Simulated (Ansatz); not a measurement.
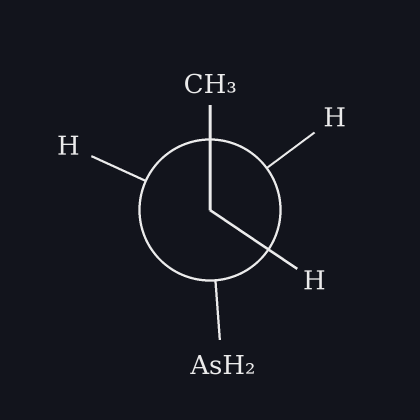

A Newman projection along the N–C bond, nitrogen in front; angles are drawn as computed, but eclipsed bonds slightly apart. The geometry was computed by an optimisation with PBE0-D4/def2-TZVP. No frequency run is at hand to confirm it as a minimum.

Q: Which molecule is it?

A: C2H8AsN, CNC[AsH2]

Q: What is the torsion angle from the front CH3 to the back AsH2? The sign is positive where the front bond must turn clockwise to cover the back bond.

A: 176°, antiperiplanar (anti).
